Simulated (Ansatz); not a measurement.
**ZrH3 (Pm-3m): test of the smearing width, by script**

How much does the smearing width move the energy of ZrH3 (Pm-3m)? The task is a test of the smearing width, for ZrH3 (Pm-3m).

All numbers are computed with Ansatz 0.2.0, driven from Python. Level of theory: DFT r2SCAN, plane waves, PAW.

### 1 Starting point

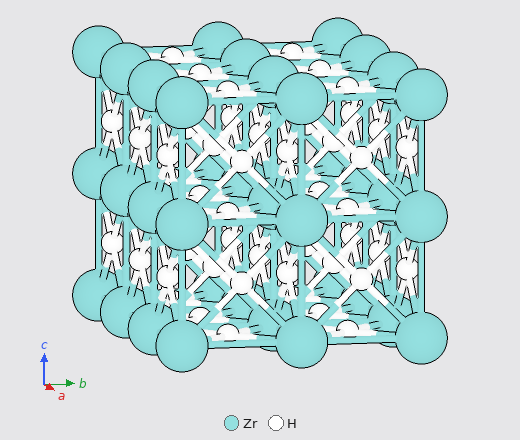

The starting structure, viewed slightly off an axis; zirconium light teal, hydrogen white. 3×2×2 cells are drawn. Atoms on cell faces are repeated.

The script holds or builds the structure itself.

### 2 The code

The input, run_smear.py:

```python
'''Smearing width test for ZrH3.'''

import warnings

import ansatz as az
import matplotlib.pyplot as plt

warnings.simplefilter('ignore', az.DeckWarning)

zrh3 = (
    az.Lattice.of((3.126038, 0.0, 0.0), (0.0, 3.126038, 0.0), (0.0, 0.0, 3.126038))
    .atom('Zr', (0.0, 0.0, 0.0))
    .atom('H', (0.0, 0.5, 0.5))
    .atom('H', (0.5, 0.0, 0.5))
    .atom('H', (0.5, 0.5, 0.0))
)

calculation = (
    zrh3.calculation()
    .functional('r2scan')
    .basis(24 * az.Ha)
    .kpoints(7)
    .stress()
)

rows = []
for value in [0.5, 0.3, 0.2, 0.1]:
    report = calculation.occupations('fermi_dirac', width=value).run().report
    rows.append((value, report['free_energy_ev'] / len(report['lattice']['sites']), report['n_iterations'], sum(report['stress_gpa'][i][i] for i in range(3)) / 3, report['n_kpoints']))

print('  width (eV)   F/atom (eV)    iterations       P (GPa)      k-points')
for row in rows:
    print(f'{str(row[0]):>12s}  {row[1]:12.5f}  {row[2]:12d}  {row[3]:12.3f}  {row[4]:12d}')

# the last row is the reference
for row in rows[:-1]:
    shift = 1000 * (row[1] - rows[-1][1])
    print(f'{row[0]}: {shift:+.2f} meV/atom' + ('  (within 1 meV)' if abs(shift) < 1 else ''))
plt.figure(figsize=(4.5, 3))
plt.plot([str(row[0]) for row in rows], [1000 * (row[1] - rows[-1][1]) for row in rows], 'o-')
plt.xlabel('width (eV)')
plt.ylabel('F - F(last) (meV/atom)')
plt.tight_layout()
plt.savefig('smear.png', dpi=100)
```

### 3 The input behind the calls

The package turns the script's settings into the engine's input (first run):

```yaml
crystal:
  lattice:
    - [3.126038, 0.0, 0.0]
    - [0.0, 3.126038, 0.0]
    - [0.0, 0.0, 3.126038]
  atoms:
    - { symbol: Zr, position: [0.0, 0.0, 0.0] }
    - { symbol: H, position: [0.0, 0.5, 0.5] }
    - { symbol: H, position: [0.5, 0.0, 0.5] }
    - { symbol: H, position: [0.5, 0.5, 0.0] }
basis:
  ecutwfc: 653.073269903712
kpoints:
  mp_grid:
    grid: [7, 7, 7]
hamiltonian:
  xc: r2scan
scf:
  occupations:
    method: fermi_dirac
    width: 0.5
output:
  stress: true
```

### 4 The run

On the command line:

```
$ python run_smear.py
```

The log of the run:

```text
  width (eV)   F/atom (eV)    iterations       P (GPa)      k-points
         0.5   -1061.12268             7        -0.202            20
         0.3   -1061.07283             8        -1.266            20
         0.2   -1061.05864             7        -1.481            20
         0.1   -1061.05089             6        -1.525            20
0.5: -71.78 meV/atom
0.3: -21.94 meV/atom
0.2: -7.75 meV/atom
```

Wall time 11 s (1 thread of Arm Neoverse V1, shared host); peak memory 0.48 GiB.

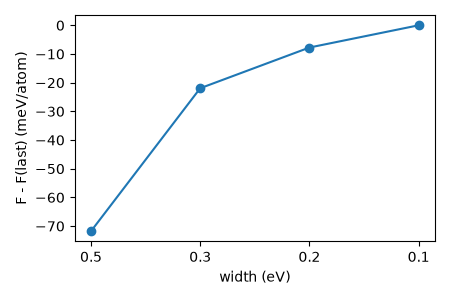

The script's own figure, smear.png.

### 5 Inputs of later runs

The engine's inputs for the other runs:

Run 2, against run 1:

```diff
@@ -21 +21 @@
-    width: 0.5
+    width: 0.3
```

Run 3, against run 1:

```diff
@@ -21 +21 @@
-    width: 0.5
+    width: 0.2
```

Run 4, against run 1:

```diff
@@ -21 +21 @@
-    width: 0.5
+    width: 0.1
```

### 6 What each run gave

The 4 runs, in the order started:

| run | width (eV) | energy from run 4 (meV/atom) | the same at zero width (meV/atom) | pressure (GPa) | SCF cycles | CPU time (s) |
| --- | --- | --- | --- | --- | --- | --- |
| 1 | 0.5 | -71.78 | 6.68 | -0.20 | 7 | 2.6 |
| 2 | 0.3 | -21.94 | 2.13 | -1.27 | 8 | 2.4 |
| 3 | 0.2 | -7.75 | 0.85 | -1.48 | 7 | 2.3 |
| 4 | 0.1 | 0.00 | 0.00 | -1.52 | 6 | 2 |

Energies are free energies F = E - TS of the smeared occupations. 

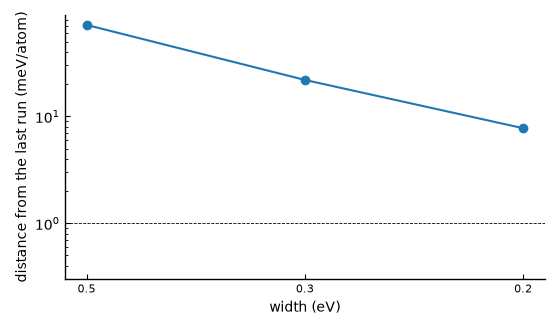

How far each run lies from the last one; the dashed line marks 1 meV/atom.

### 7 Outcome

```
                              quantity           value
                         runs compared               4
       last run but one, from the last  -7.75 meV/atom
within 5 meV/atom of the last run from  no earlier run
```

What this shows: Going from 0.1 to 0.5 eV changes F by -71.8 meV an atom. With this scheme F falls roughly as the square of the width; the report's estimate for zero width (energy_sigma0_ev) moves by only +6.7 meV. The pressure moves from -1.52 to -0.20 GPa. No spin polarisation was allowed. For a metal this k-point mesh is coarse: on a finer one energies can move by several to tens of meV an atom and pressures by half a GPa or more, differences at one mesh by less. A Fermi-Dirac width this large means warm electrons, whose thermal share enters the free energy. The narrowest width needs the finest mesh, so the last row is no converged reference. Pressure is positive in compression. This cell is a computed structure, which may not be the phase found in nature.
